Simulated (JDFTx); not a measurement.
System: Cd(1 0 -1 0) (P6_3/mmc bulk; lattice of mp-94, not re-optimised at this level), 1x1 cell of 6 atoms in 6 planes, area 17.41 Å² a face, 6.3 Å between the outermost planes in a cell 22.0 Å high; k mesh 8×4×1, Fermi width 0.01 Ha, no spin polarisation.

Computed with JDFTx (a modified build): PBE, GBRV ultrasoft potentials, plane waves to 20/100 Ha. Liquid on both sides: CANDLE, water, 1 M NaF; nuclei fixed, outer atoms relaxed in vacuum. SHE scale: U = −μ/e − 4.44 V, by convention. The model has bare, unreconstructed faces and no explicit solvent. On the negative side CANDLE's cavity feels the periodic box, so those points shift with the cell height. Convergence in thickness and k mesh wasn't tested for this slab.

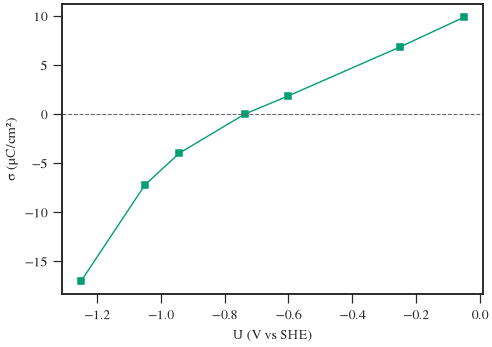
*Surface charge density of Cd(1 0 -1 0) against potential*

Read off the potential of zero charge and the mean capacitance σ/(U − U_pzc) at the computed point just above it.

U_pzc ≈ -0.74 V. At -0.60 V it is about 14 μF/cm².
